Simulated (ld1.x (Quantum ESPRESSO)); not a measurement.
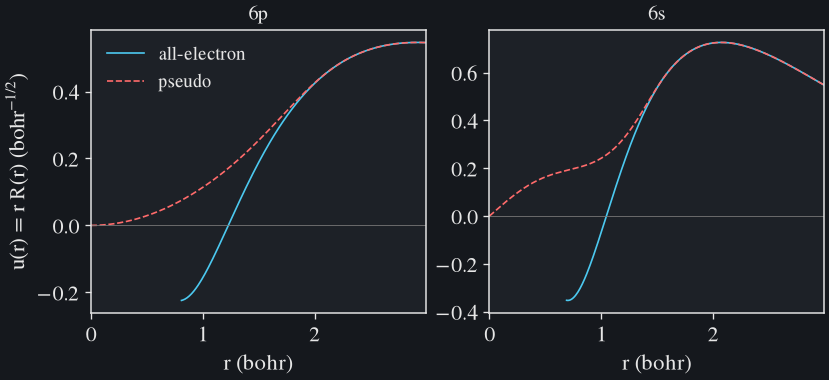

Figure 1. All-electron valence functions (solid) with their pseudo partners (dashed). The innermost oscillations of some all-electron curves aren't drawn. Reference configuration 6s2 6p1.

- Matching radii: 6p at 2.30 bohr; 6s at 1.65 bohr. The curves merge smoothly, so the plot gives these only roughly.
- Nodes of the pseudo-waves: 6p has no node; 6s has no node.
- Cutoffs needed: 40 Ry (loose) and 90 Ry (tight), as the cutoffs, on a coarse ladder, from which the occupation-weighted sum of valence levels, in a spherical-Bessel basis at the reference potential, stays within 10 and 1 mRy of its value at 400 Ry. The potential isn't sound: its ghost test gives ghost state below the valence levels: d at -25.2 eV.

# Pseudopotential generation: Tl (part 1 of 2)

System: thallium (Tl, Z = 81), core [Xe] 4f14 5d10, reference valence 6s2 6p1, valence charge 3.
Method: TM potential, PBE, scalar-relativistic, made with ld1.x (Quantum ESPRESSO) 7.5.

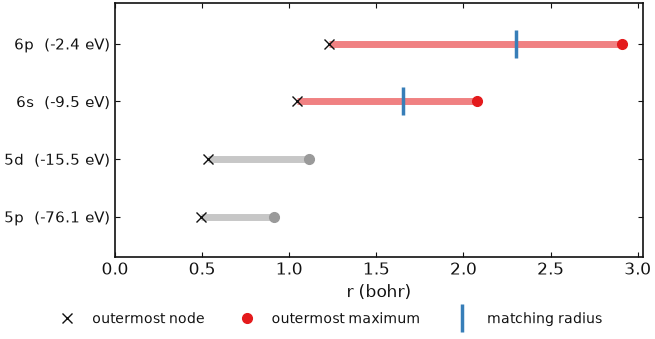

Figure 2. Outer shells of the all-electron reference atom: each bar runs from the outermost node (or the nucleus) to the outermost maximum of u(r); the tick is the radius chosen for the pseudo-wave. Shells without a tick have no pseudo-wave of their own. Levels, nodes and maxima are from ld1.x, scalar-relativistic.

- Radii against the shells: 6s: 1.65 bohr, between node and maximum; 6p: 2.30 bohr, between node and maximum.

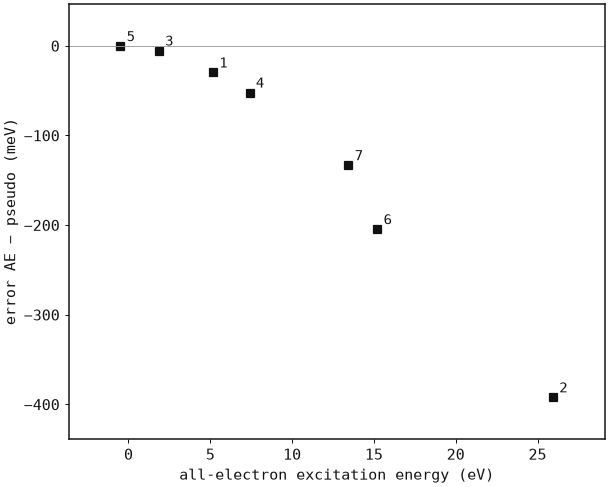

Figure 3. Errors, all-electron minus pseudo, of the energies of valence configurations relative to the unpolarised reference 6s2 6p1. Points: 1 = 6s2 6p0; 2 = 6s1 6p0; 3 = 6s2 6p0.5; 4 = 6s1 6p2; 5 = 6s2 6p1.3; 6 = 6s0 6p3; 7 = 6s1 6p1.

- Worst configuration: 6s1 6p0 (charge +2): the error is -392 meV on an all-electron energy of +25.95 eV relative to the reference, or 1.5 %.
- Configurations within 10 meV and within 50 meV: 2 and 3 of 7.
- Errors in meV: 6s2 6p0: -30; 6s1 6p0: -392; 6s2 6p0.5: -5.3; 6s1 6p2: -52; 6s2 6p1.3: -0.4; 6s0 6p3: -204; 6s1 6p1: -133.

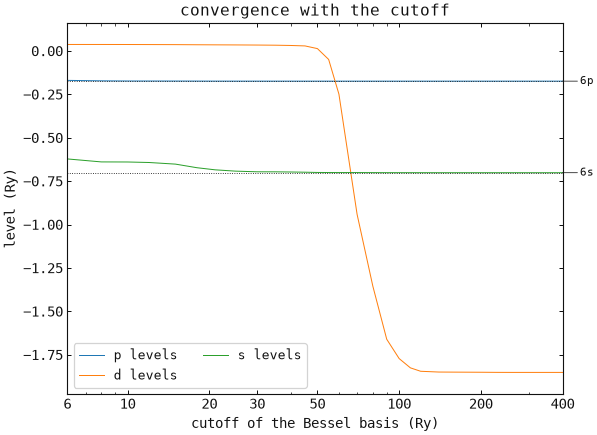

Figure 4. The pseudo-atom Hamiltonian at the reference potential is diagonalised in spherical Bessel functions (20 bohr box) up to the cutoff. Curves: the lowest levels of each channel that holds a bound state. Dotted lines: the all-electron valence levels.

- Ghost states: ghost state below the valence levels: d at -25.2 eV. A ghost is a state of the pseudo-atom that lies below a valence level of its channel, or is bound in a channel without one, and matches no all-electron valence level; bound levels above the valence ones can be real empty states. In Ry: d -1.85.
- Onset of the ghost: the lowest d curve lies clearly below zero from about 60 Ry on and ends at -1.85 Ry. A test at a low cutoff would miss it.
- All-electron valence levels: 6p: -0.17 Ry; 6s: -0.70 Ry.

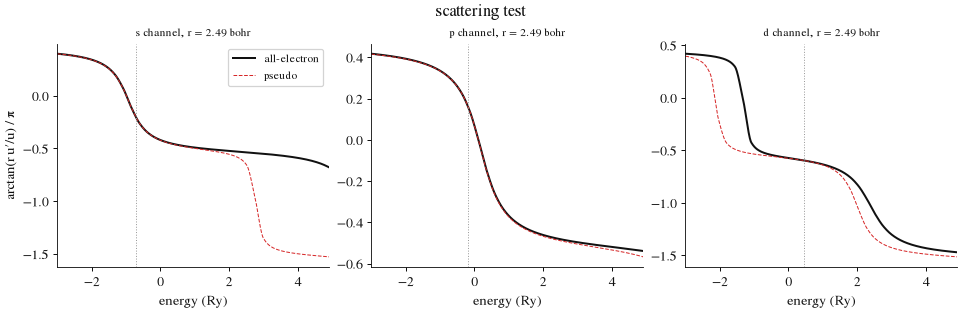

Figure 5. Unwrapped phase arctan(r u′/u) in units of π against energy, all-electron (solid) and pseudo (dashed); the pseudo phase is matched to the all-electron one at the reference energy. Here u = r R(r). The dotted line marks the reference energy of the channel.

- Poles, where the radial function vanishes at the test radius: s: all-electron at 1.2 Ry, pseudo at 1.0 and 4.0 Ry; p: all-electron at 3.1 Ry, pseudo at 2.8 Ry; d: all-electron at -0.9 Ry, pseudo at -1.5 and 4.4 Ry.
- Ghost states: Going away from the reference energies, the phases part by more than π/2 in: s at about 2.8 Ry (above its reference energy, pseudo phase lower); d at about -1.3 Ry (below its reference energy, pseudo phase lower, at the 5d core level, which only the all-electron atom has). Such a step is either a state that only one of the two atoms has or an ordinary level shifted in energy. The separate test gives: ghost state below the valence levels: d at -25.2 eV.
- First channel to depart above its reference energy: the d channel: its phase error passes 0.05 rad 0.8 Ry above its reference energy, against 2.3 Ry for s.
- Range over which the phases agree within 0.05 rad: s: up to about 1.6 Ry; p: up to about 4.1 Ry; d: between about -0.6 and 1.3 Ry.

These pictures come from the run below.

Input file:
```
 &input
   title='Tl', zed=81., rel=1, dft='PBE', iswitch=3,
   config='[Xe] 4f14 5d10 6s2 6p1 6d-2',
   nld=3, rlderiv=2.50, eminld=-3.0, emaxld=5.0, deld=0.02
 /
 &inputp
   pseudotype=2, tm=.true., lloc=0,
   nlcc=.true.,
   file_pseudopw='Tl.UPF', file_wfcaegen='ae.wfc', file_wfcncgen='nc.wfc', file_beta='beta', file_chi='chi'
 /
3
6P  2  1   1.00   0.00  2.30  2.30  0.0
6D  3  2  -2.00   0.45  2.30  2.30  0.0
6S  1  0   2.00   0.00  1.65  1.65  0.0
 &test
   configts(1)='6s2 6p1'
 /
```

Input of the test run:
```
 &input
   title='Tl', zed=81., rel=1, dft='PBE', iswitch=2,
   config='[Xe] 4f14 5d10 6s2 6p1 6d-2'
 /
 &test
   file_pseudo='Tl.UPF', nconf=8,
   configts(1)='6s2 6p1',
   configts(2)='6s2 6p0',
   configts(3)='6s1 6p0',
   configts(4)='6s2 6p0.5',
   configts(5)='6s1 6p2',
   configts(6)='6s2 6p1.3',
   configts(7)='6s0 6p3',
   configts(8)='6s1 6p1'
 /
```

Launched with:
```bash
ld1.x < Tl.in > Tl.out
```

The program's output:
```
     Program LD1 v.7.5
     --------------------------- All-electron run ----------------------------

     Tl
     scalar relativistic calculation

     atomic number is 81.00
     dft =PBE   lsd =0 sic =0 latt =0  beta=0.20 tr2=1.0E-14
     Exchange-correlation= PBE
                           (   1   4   3   4   0   0   0)
     mesh =1281 r(mesh) = 100.03807 a.u. xmin = -7.00 dx = 0.01250
     1 Ry =  13.60569312 eV, c = 137.03599908

     n l     nl                  e(Ry)          e(Ha)          e(eV)
     1 0     1S 1( 2.00)     -6294.3326     -3147.1663    -85638.7575
     2 0     2S 1( 2.00)     -1120.6766      -560.3383    -15247.5817
     2 1     2P 1( 6.00)      -963.6756      -481.8378    -13111.4741
     3 0     3S 1( 2.00)      -267.4966      -133.7483     -3639.4772
     3 1     3P 1( 6.00)      -222.3208      -111.1604     -3024.8283
     4 0     4S 1( 2.00)       -59.7044       -29.8522      -812.3193
     4 1     4P 1( 6.00)       -44.9000       -22.4500      -610.8951
     3 2     3D 1(10.00)      -175.5770       -87.7885     -2388.8473
     5 0     5S 1( 2.00)        -9.6283        -4.8142      -131.0001
     5 1     5P 1( 6.00)        -5.5930        -2.7965       -76.0966
     4 2     4D 1(10.00)       -27.5636       -13.7818      -375.0225
     4 3     4F 1(14.00)        -8.3807        -4.1904      -114.0254
     5 2     5D 1(10.00)        -1.1382        -0.5691       -15.4857
     6 0     6S 1( 2.00)        -0.7016        -0.3508        -9.5458
     6 1     6P 1( 1.00)        -0.1742        -0.0871        -2.3703

     final scf error:  7.8E-15 reached in  26 iterations

     Etot =  -40491.900530 Ry,  -20245.950265 Ha, -550920.372580 eV

     Ekin =   45624.297902 Ry,   22812.148951 Ha,  620750.196201 eV
     Encl = -101000.877865 Ry,  -50500.438932 Ha,-1374186.949381 eV
     Eh   =   15641.308833 Ry,    7820.654417 Ha,  212810.848030 eV
     Exc  =    -756.629401 Ry,    -378.314700 Ha,  -10294.467431 eV

     normalization and overlap integrals

     s(1S/1S) =  1.000000  <r> =   0.0163  <r2> =    0.0004  r(max) =   0.0100
     s(2S/2S) =  1.000000  <r> =   0.0687  <r2> =    0.0056  r(max) =   0.0582
     s(2P/2P) =  1.000000  <r> =   0.0623  <r2> =    0.0048  r(max) =   0.0482
     s(3S/3S) =  1.000000  <r> =   0.1775  <r2> =    0.0361  r(max) =   0.1642
     s(3P/3P) =  1.000000  <r> =   0.1793  <r2> =    0.0373  r(max) =   0.1642
     s(4S/4S) =  1.000000  <r> =   0.3916  <r2> =    0.1730  r(max) =   0.3699
     s(4P/4P) =  1.000000  <r> =   0.4176  <r2> =    0.1981  r(max) =   0.3889
     s(3D/3D) =  1.000000  <r> =   0.1624  <r2> =    0.0309  r(max) =   0.1327
     s(5S/5S) =  1.000000  <r> =   0.8770  <r2> =    0.8622  r(max) =   0.8030
     s(5P/5P) =  1.000000  <r> =   1.0076  <r2> =    1.1466  r(max) =   0.9099
     s(4D/4D) =  1.000000  <r> =   0.4398  <r2> =    0.2233  r(max) =   0.3938
     s(4F/4F) =  1.000000  <r> =   0.4677  <r2> =    0.2629  r(max) =   0.3563
     s(5D/5D) =  1.000000  <r> =   1.3903  <r2> =    2.2762  r(max) =   1.1113
     s(6S/6S) =  1.000000  <r> =   2.4783  <r2> =    7.0215  r(max) =   2.0762
     s(6P/6P) =  1.000000  <r> =   3.8559  <r2> =   17.6756  r(max) =   2.9097

     ------------------------ End of All-electron run ------------------------

     --------------------- Generating NC pseudopotential ---------------------

      Generating local pot.: lloc=0, matching radius rcloc =   1.6500

      Computing core charge for nlcc:

       r > 2.10 : true rho core
       r < 2.10 : rho core = a sin(br)/r    a=   2.55  b=   1.27

      Integrated core pseudo-charge :   5.58

      Wfc   6P  rcut= 2.295  Using Troullier-Martins method

      Wfc   6D  rcut= 2.295  Using Troullier-Martins method

     ------------------- End of pseudopotential generation -------------------

     --------------------------- All-electron run ----------------------------

     Tl
     scalar relativistic calculation

     atomic number is 81.00
     dft =PBE   lsd =0 sic =0 latt =0  beta=0.20 tr2=1.0E-14
     Exchange-correlation= PBE
                           (   1   4   3   4   0   0   0)
     mesh =1281 r(mesh) = 100.03807 a.u. xmin = -7.00 dx = 0.01250
     1 Ry =  13.60569312 eV, c = 137.03599908

     n l     nl                  e(Ry)          e(Ha)          e(eV)
     1 0     1S 1( 2.00)     -6294.3326     -3147.1663    -85638.7575
     2 0     2S 1( 2.00)     -1120.6766      -560.3383    -15247.5817
     2 1     2P 1( 6.00)      -963.6756      -481.8378    -13111.4741
     3 0     3S 1( 2.00)      -267.4966      -133.7483     -3639.4772
     3 1     3P 1( 6.00)      -222.3208      -111.1604     -3024.8283
     4 0     4S 1( 2.00)       -59.7044       -29.8522      -812.3193
     4 1     4P 1( 6.00)       -44.9000       -22.4500      -610.8951
     3 2     3D 1(10.00)      -175.5770       -87.7885     -2388.8473
     5 0     5S 1( 2.00)        -9.6283        -4.8142      -131.0001
     5 1     5P 1( 6.00)        -5.5930        -2.7965       -76.0966
     4 2     4D 1(10.00)       -27.5636       -13.7818      -375.0225
     4 3     4F 1(14.00)        -8.3807        -4.1904      -114.0254
     5 2     5D 1(10.00)        -1.1382        -0.5691       -15.4857
     6 0     6S 1( 2.00)        -0.7016        -0.3508        -9.5458
     6 1     6P 1( 1.00)        -0.1742        -0.0871        -2.3703

     final scf error:  7.8E-15 reached in  26 iterations

     Etot =  -40491.900530 Ry,  -20245.950265 Ha, -550920.372580 eV

     Ekin =   45624.297902 Ry,   22812.148951 Ha,  620750.196201 eV
     Encl = -101000.877865 Ry,  -50500.438932 Ha,-1374186.949381 eV
     Eh   =   15641.308833 Ry,    7820.654417 Ha,  212810.848030 eV
     Exc  =    -756.629401 Ry,    -378.314700 Ha,  -10294.467431 eV

     normalization and overlap integrals

     s(1S/1S) =  1.000000  <r> =   0.0163  <r2> =    0.0004  r(max) =   0.0100
     s(2S/2S) =  1.000000  <r> =   0.0687  <r2> =    0.0056  r(max) =   0.0582
     s(2P/2P) =  1.000000  <r> =   0.0623  <r2> =    0.0048  r(max) =   0.0482
     s(3S/3S) =  1.000000  <r> =   0.1775  <r2> =    0.0361  r(max) =   0.1642
     s(3P/3P) =  1.000000  <r> =   0.1793  <r2> =    0.0373  r(max) =   0.1642
     s(4S/4S) =  1.000000  <r> =   0.3916  <r2> =    0.1730  r(max) =   0.3699
     s(4P/4P) =  1.000000  <r> =   0.4176  <r2> =    0.1981  r(max) =   0.3889
     s(3D/3D) =  1.000000  <r> =   0.1624  <r2> =    0.0309  r(max) =   0.1327
     s(5S/5S) =  1.000000  <r> =   0.8770  <r2> =    0.8622  r(max) =   0.8030
     s(5P/5P) =  1.000000  <r> =   1.0076  <r2> =    1.1466  r(max) =   0.9099
     s(4D/4D) =  1.000000  <r> =   0.4398  <r2> =    0.2233  r(max) =   0.3938
     s(4F/4F) =  1.000000  <r> =   0.4677  <r2> =    0.2629  r(max) =   0.3563
     s(5D/5D) =  1.000000  <r> =   1.3903  <r2> =    2.2762  r(max) =   1.1113
     s(6S/6S) =  1.000000  <r> =   2.4783  <r2> =    7.0215  r(max) =   2.0762
     s(6P/6P) =  1.000000  <r> =   3.8559  <r2> =   17.6756  r(max) =   2.9097

     ------------------------ End of All-electron run ------------------------

     Computing logarithmic derivative in   2.48885
     Computing logarithmic derivative in   2.48885
     Computing the partial wave expansion
       no projector for channel:   0
     R is outside the sphere for l=    1 j= 0.00
     R is outside the sphere for l=    2 j= 0.00

     ---------------------- Testing the pseudopotential ----------------------

     Tl
     scalar relativistic calculation

     atomic number is 81.00   valence charge is  3.00
     dft =PBE   lsd =0 sic =0 latt =0  beta=0.20 tr2=1.0E-14
     mesh =1281 r(mesh) = 100.03807 xmin = -7.00 dx = 0.01250

     n l     nl             e AE (Ry)        e PS (Ry)    De AE-PS (Ry)
     1 0     6S   1( 2.00)       -0.70160       -0.70160       -0.00000
     2 1     6P   1( 1.00)       -0.17421       -0.17421       -0.00000

     eps = 1.9E-15  iter =  9

     Etot =  -40491.900530 Ry,  -20245.950265 Ha, -550920.372580 eV
     Etotps =    -8.664109 Ry,      -4.332054 Ha,    -117.881203 eV

     Ekin =       1.369141 Ry,       0.684571 Ha,      18.628119 eV
     Encl =      -6.618360 Ry,      -3.309180 Ha,     -90.047374 eV
     Ehrt =       2.806798 Ry,       1.403399 Ha,      38.188436 eV
     Ecxc =      -6.292740 Ry,      -3.146370 Ha,     -85.617085 eV
     (Ecc =      -4.442081 Ry,      -2.221041 Ha,     -60.437591 eV)
     Epseu=       0.071051 Ry,       0.035526 Ha,       0.966701 eV

     ---------------------- End of pseudopotential test ----------------------
```

Output of the test run (extracts):
```
     ---------------------- Testing the pseudopotential ----------------------

     Tl
     scalar relativistic calculation

     atomic number is 81.00   valence charge is  3.00
     dft =PBE   lsd =0 sic =0 latt =0  beta=0.20 tr2=1.0E-14
     mesh =1281 r(mesh) = 100.03807 xmin = -7.00 dx = 0.01250

     n l     nl             e AE (Ry)        e PS (Ry)    De AE-PS (Ry)
     1 0     6S   1( 2.00)       -0.70160       -0.70160       -0.00000
     2 1     6P   1( 1.00)       -0.17421       -0.17421       -0.00000

     eps = 3.1E-15  iter =  9

     Etot =  -40491.900530 Ry,  -20245.950265 Ha, -550920.372581 eV
     Etotps =    -8.664109 Ry,      -4.332054 Ha,    -117.881203 eV

     Ekin =       1.369141 Ry,       0.684571 Ha,      18.628119 eV
     Encl =      -6.618360 Ry,      -3.309180 Ha,     -90.047374 eV
     Ehrt =       2.806798 Ry,       1.403399 Ha,      38.188436 eV
     Ecxc =      -6.292740 Ry,      -3.146370 Ha,     -85.617085 eV
     (Ecc =      -4.442081 Ry,      -2.221041 Ha,     -60.437591 eV)
     Epseu=       0.071051 Ry,       0.035526 Ha,       0.966701 eV

     ---------------------- End of pseudopotential test ----------------------

     ---------------------- Testing the pseudopotential ----------------------

     Tl
     scalar relativistic calculation

     atomic number is 81.00   valence charge is  3.00
     dft =PBE   lsd =0 sic =0 latt =0  beta=0.20 tr2=1.0E-14
     mesh =1281 r(mesh) = 100.03807 xmin = -7.00 dx = 0.01250

     n l     nl             e AE (Ry)        e PS (Ry)    De AE-PS (Ry)
     1 0     6S   1( 2.00)       -1.19866       -1.20806        0.00940  !
     2 1     6P   1( 0.00)       -0.60196       -0.60745        0.00549  !

     eps = 7.2E-16  iter =  9

     Etot =  -40491.520765 Ry,  -20245.760383 Ha, -550915.205618 eV
     Etotps =    -8.282162 Ry,      -4.141081 Ha,    -112.684560 eV
     dEtot_ae =       0.379765 Ry
     dEtot_ps =       0.381946 Ry,   Delta E=      -0.002181 Ry

     Ekin =       1.057742 Ry,       0.528871 Ha,      14.391308 eV
     Encl =      -4.928452 Ry,      -2.464226 Ha,     -67.055002 eV
     Ehrt =       1.511480 Ry,       0.755740 Ha,      20.564737 eV
     Ecxc =      -5.922933 Ry,      -2.961466 Ha,     -80.585603 eV
     (Ecc =      -4.442081 Ry,      -2.221041 Ha,     -60.437591 eV)

     ---------------------- End of pseudopotential test ----------------------

     ---------------------- Testing the pseudopotential ----------------------

     Tl
     scalar relativistic calculation

     atomic number is 81.00   valence charge is  3.00
     dft =PBE   lsd =0 sic =0 latt =0  beta=0.20 tr2=1.0E-14
     mesh =1281 r(mesh) = 100.03807 xmin = -7.00 dx = 0.01250

     n l     nl             e AE (Ry)        e PS (Ry)    De AE-PS (Ry)
     1 0     6S   1( 1.00)       -1.86485       -1.91026        0.04541  !
     2 1     6P   1( 0.00)       -1.17805       -1.20667        0.02862  !

     eps = 4.1E-17  iter =  7

     Etot =  -40489.993497 Ry,  -20244.996748 Ha, -550894.426070 eV
     Etotps =    -6.728255 Ry,      -3.364127 Ha,     -91.542573 eV
     dEtot_ae =       1.907033 Ry
     dEtot_ps =       1.935854 Ry,   Delta E=      -0.028820 Ry

     Ekin =       0.602070 Ry,       0.301035 Ha,       8.191577 eV
     Encl =      -2.518353 Ry,      -1.259176 Ha,     -34.263934 eV
     Ehrt =       0.400091 Ry,       0.200045 Ha,       5.443512 eV
     Ecxc =      -5.212063 Ry,      -2.606031 Ha,     -70.913728 eV
     (Ecc =      -4.442081 Ry,      -2.221041 Ha,     -60.437591 eV)

     ---------------------- End of pseudopotential test ----------------------

     ---------------------- Testing the pseudopotential ----------------------

     Tl
     scalar relativistic calculation

     atomic number is 81.00   valence charge is  3.00
     dft =PBE   lsd =0 sic =0 latt =0  beta=0.20 tr2=1.0E-14
     mesh =1281 r(mesh) = 100.03807 xmin = -7.00 dx = 0.01250

     n l     nl             e AE (Ry)        e PS (Ry)    De AE-PS (Ry)
     1 0     6S   1( 2.00)       -0.93669       -0.93990        0.00321
     2 1     6P   1( 0.50)       -0.37588       -0.37751        0.00163

     eps = 7.5E-16  iter = 10

     Etot =  -40491.764317 Ry,  -20245.882159 Ha, -550918.519309 eV
     Etotps =    -8.527504 Ry,      -4.263752 Ha,    -116.022607 eV
     dEtot_ae =       0.136213 Ry
     dEtot_ps =       0.136604 Ry,   Delta E=      -0.000391 Ry

     Ekin =       1.244608 Ry,       0.622304 Ha,      16.933759 eV
     Encl =      -5.832129 Ry,      -2.916064 Ha,     -79.350155 eV
     Ehrt =       2.141061 Ry,       1.070531 Ha,      29.130620 eV
     Ecxc =      -6.124469 Ry,      -3.062235 Ha,     -83.327648 eV
     (Ecc =      -4.442081 Ry,      -2.221041 Ha,     -60.437591 eV)
     Epseu=       0.043424 Ry,       0.021712 Ha,       0.590817 eV

     ---------------------- End of pseudopotential test ----------------------
```

(Continued in part 2.) Outcome of the run: generated, with a ghost state.
